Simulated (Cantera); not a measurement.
A closed system holds: 1 mol SiC, 0.049 mol CO2, 1.5 mol H2, equilibrated at 1 atm.

These are equilibrium values from Cantera (NASA tables, ideal gas, pure condensed phases), not measurements of a reactor. Candidate condensed phases: C, C6H6, C7H8, C8H18, H2O, Si, SiC, SiO2; 123 gas species. Mutual solubility and eutectic melting of coexisting phases are not modelled. The tables hold silica as quartz up to 1696 K and as liquid above; real silica turns to tridymite and cristobalite and melts near 1996 K. The numbers say what is thermodynamically allowed, not how fast it happens.

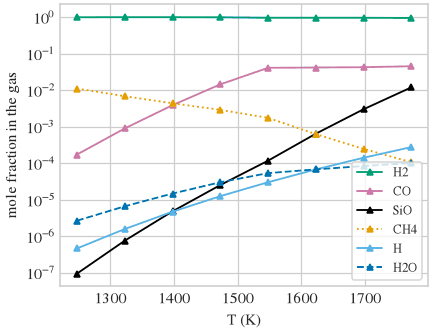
Fig. 1. Equilibrium gas composition (values under 1e-9 drawn at 1e-9)

### Question
Read off the mole fractions at 1698 K.

### Answer
H2 about 0.95, CO about 0.042, SiO about 0.0030, CH4 about 0.00024, H about 0.00014, H2O about 8.3e-5.
